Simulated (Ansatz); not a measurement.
Run report: CH6BN, molecular dynamics

- system: CH6BN
- method: RKS BHLYP-D4/def2-TZVP (Ansatz 0.2.0)

One setting was made poor on purpose. It belongs to a series of runs on one base structure; here: an input spoilt on purpose.

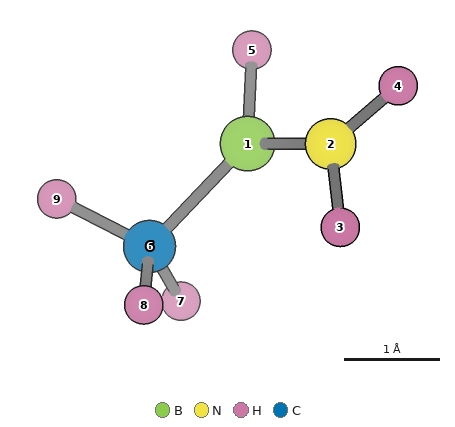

Fig. 1: The input geometry (ball-and-stick view, seen at a tilt; atoms are numbered from 1 in the order of the input). Bond lengths as drawn: B–C 1.51 Å, B–H 1.24 Å, B–N 1.41 Å, C–H 1.08 to 1.13 Å and H–N 0.95 to 1.00 Å.

**What the run reported**

| quantity | value |
| --- | --- |
| outcome | refused by the program |
| hardware | 4 threads of Arm Neoverse V2, 24 GiB of memory available, shared host |

The program refused the input: “invalid value for `md.friction`: only applies to ensemble: nvt_langevin or npt_langevin — drop it or switch ensemble” A deliberately poor setting: bad input.

**Input**
```yaml
crystal:
  periodic: [false, false, false]
  atoms:
    - { symbol: B, position_ang: [-0.055772, -0.079728, 0.036386] }
    - { symbol: "N", position_ang: [-0.002237, 0.065378, 1.439702] }
    - { symbol: H, position_ang: [-0.868848, -0.064334, 1.922833] }
    - { symbol: H, position_ang: [0.775592, -0.052996, 1.968471] }
    - { symbol: H, position_ang: [1.026345, -0.184745, -0.566333] }
    - { symbol: C, position_ang: [-1.362005, 0.01852, -0.707797] }
    - { symbol: H, position_ang: [-1.566307, -0.989812, -1.072024] }
    - { symbol: H, position_ang: [-2.144195, 0.368272, -0.05177] }
    - { symbol: H, position_ang: [-1.197594, 0.690081, -1.598137] }
basis:
  gaussian: { orbitals: def2-TZVP }
hamiltonian:
  xc: { name: BHLYP }
  dispersion: d4
md:
  timestep: 0.5
  n_steps: 25
  ensemble: nve
  temperature: 300.0
  initial_velocities: maxwell_boltzmann
  seed: 853703
  friction: 0.01
```

Command:
```bash
ansatz run input.yaml --threads 4 --pin off --max-ram 5120MiB --backend cpu --events-out ev --progress --plain --runs-dir out
```

**Output**
```
Error: invalid value for `md.friction`: only applies to ensemble: nvt_langevin or npt_langevin — drop it or switch ensemble
```
